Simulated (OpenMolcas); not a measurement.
How methods differ on CH6AlFSi (SMILES C[SiH2][AlH][F])

CH6AlFSi: 10 atoms, total charge 0, spin state singlet. SMILES: `C[SiH2][AlH][F]`. The shape is that of a PBE0-D4/def2-TZVP optimisation. This is one conformer, not always the lowest.

Quantity: the HOMO–LUMO gap, in eV. The values are calculated.

```
                              level             kind     program  value (eV)
    HF/6-31G* (spherical functions)     Hartree–Fock  OpenMolcas       11.30
 SVWN5/6-31G* (spherical functions)              LDA  OpenMolcas        3.97
   PBE/6-31G* (spherical functions)              GGA  OpenMolcas        4.10
revPBE/6-31G* (spherical functions)              GGA  OpenMolcas        4.16
 M06-L/6-31G* (spherical functions)         meta-GGA  OpenMolcas        4.75
r2SCAN/6-31G* (spherical functions)         meta-GGA  OpenMolcas        4.63
 B3LYP/6-31G* (spherical functions)    global hybrid  OpenMolcas        5.59
M06-2X/6-31G* (spherical functions)  hybrid meta-GGA  OpenMolcas        7.61
```

The values span 3.97 to 11.30 eV. Orbital gaps aren't excitation energies; they tend to grow with the share of exact exchange.

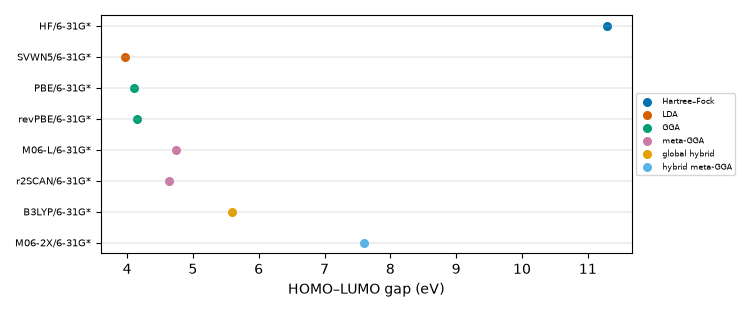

The values of the table, level by level.
